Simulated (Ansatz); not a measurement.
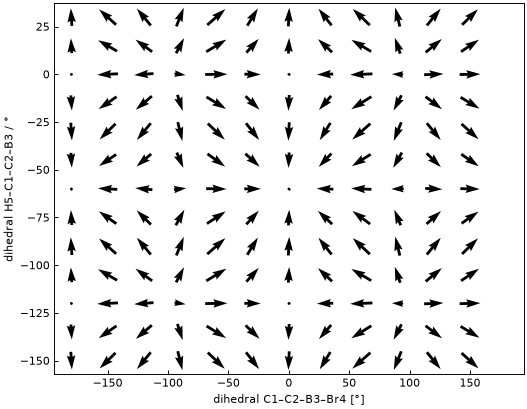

C₂H₅BBr, SMILES CC[B]Br, spin multiplicity 2. The first coordinate is: dihedral C1–C2–B3–Br4; the second: dihedral H5–C1–C2–B3. Nothing is relaxed (all other coordinates rigid). Grid: 12 × 13 points. Points are written as (first, second). The calculation used UKS PBE0-D4/def2-SVP in Ansatz 0.2.0.

The picture shows dots at the grid points, arrows along the force (downhill), their lengths compressed.

Q: The arrows alone are given. Where are the wells?

A: The arrows converge at (0°, −60°); (−180°, −60°) (1.7 kJ/mol up) (read from the interpolated surface).

The energy map of the same scan:

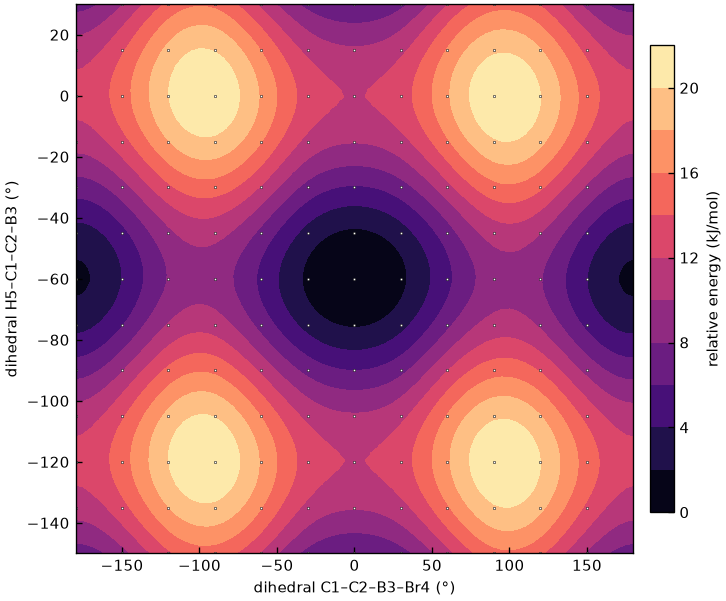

Energies are in kJ/mol, from the lowest grid point; between grid points the surface is interpolated.
